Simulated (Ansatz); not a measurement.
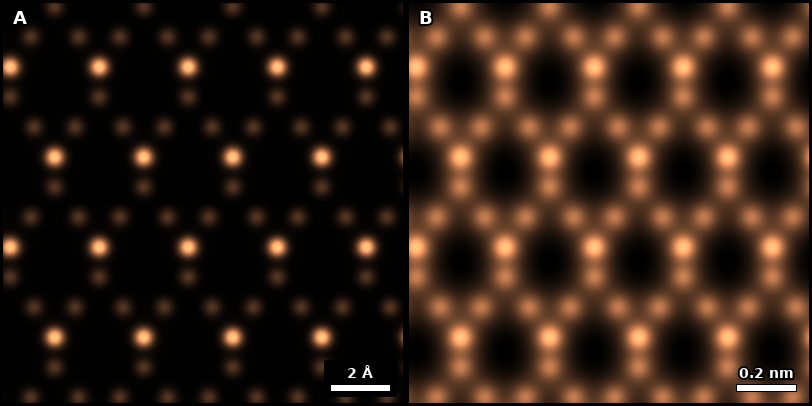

Two simulated images of the same area of Si$_{3}$Ge (P-6m2, No. 187) along [101], with a probe of 0.50 Å. One is incoherent Z contrast (Z^1.7 per atom), the other the projected potential of neutral atoms blurred by the probe (iDPC-like, thin sample). Brightness is counted from the darkest point of the image. Atomic positions: coordinates from a relaxation with DFT PBE, scalar-relativistic, plane waves, PAW (Ansatz); the starting structure was generated, so it need not be a known form of this composition.

> Which panel is which, and how can one tell?

A is the Z-contrast image and B the potential image. The columns of 1 Si per repeat reach about 25 % of the brightest peak (1 Ge) in A but about 61 % in B, mainly since the potential grows much more slowly with atomic number.
